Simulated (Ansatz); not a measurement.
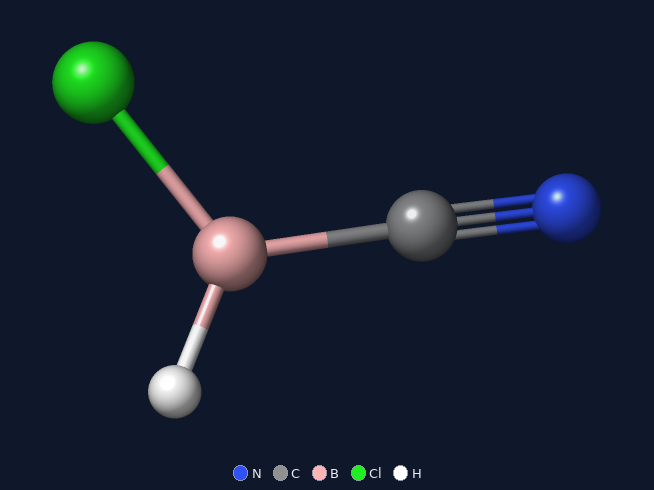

The computed structure is the end point of a PBE0-D4/def2-TZVP optimisation.

What does the picture show?

Formula CHBClN. As SMILES it reads `N#CBCl`. Among its groups: nitrile, B–H bond. This geometry has Cs symmetry. All atoms lie on one plane. Coordination: 1 C linear; 1 B trigonal planar.

More results for the same structure follow; atom numbers are the same in all pictures, views and colours differ.

### Levels of theory compared

Program: Ansatz 0.2.0.

Compare HOMO energy (eV) at these levels: B3LYP-D4/def2-TZVPP; B97M-V/def2-TZVPP; BLYP-D4/def2-TZVPP; CAM-B3LYP-D4/def2-TZVPP; PBE-D4/def2-TZVPP; PBE0-D4/def2-SVP; revPBE-D4/def2-TZVPP; ωB97M-V/def2-SVP.

| level | HOMO energy (eV) |
| --- | --- |
| B3LYP-D4/def2-TZVPP | −9.42 |
| B97M-V/def2-TZVPP | −8.64 |
| BLYP-D4/def2-TZVPP | −8.09 |
| CAM-B3LYP-D4/def2-TZVPP | −11.11 |
| PBE-D4/def2-TZVPP | −8.22 |
| PBE0-D4/def2-SVP | −9.55 |
| revPBE-D4/def2-TZVPP | −8.17 |
| ωB97M-V/def2-SVP | −11.81 |

### Vibrations

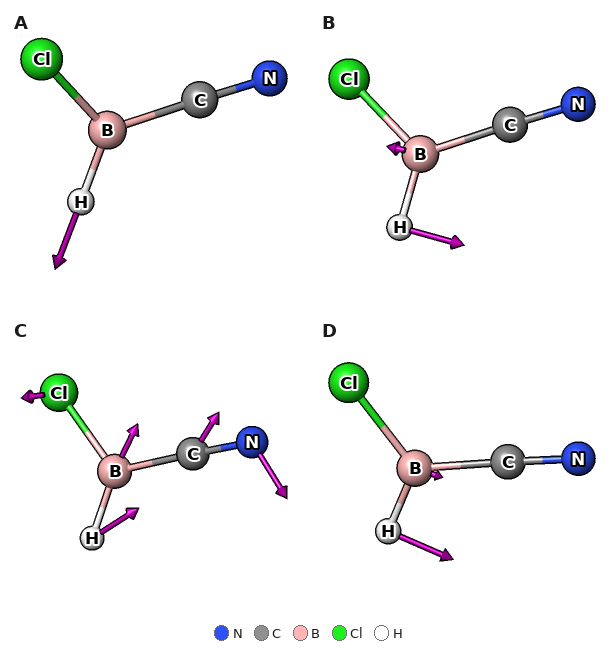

4 normal modes of one molecule or complex, as arrows. Harmonic vibrations computed with RKS PBE0-D4/def2-TZVP (Ansatz 0.2.0) at a stationary point of the same level.

Match the panels to the wavenumbers 172 cm⁻¹, 936 cm⁻¹, 1146 cm⁻¹, 2704 cm⁻¹.

A: 2704 cm⁻¹, B–H stretching
B: 1146 cm⁻¹
C: 172 cm⁻¹
D: 936 cm⁻¹

### Charges

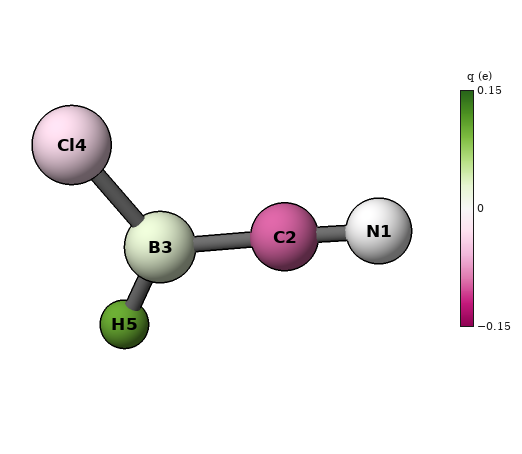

Atoms are coloured by their Mulliken charges. Method: RKS ωB97M-V/def2-TZVPP (Ansatz 0.2.0).

Which atom carries the highest charge (most positive or least negative)?

H5 (0.10 e).

And the lowest?

C2 (−0.10 e).

List the Mulliken charges.

```csv
atom,value (e)
N1,0.00
C2,−0.10
B3,0.03
Cl4,−0.03
H5,0.10
```

Mulliken values depend strongly on the basis set and can even reverse the polarity of a bond.
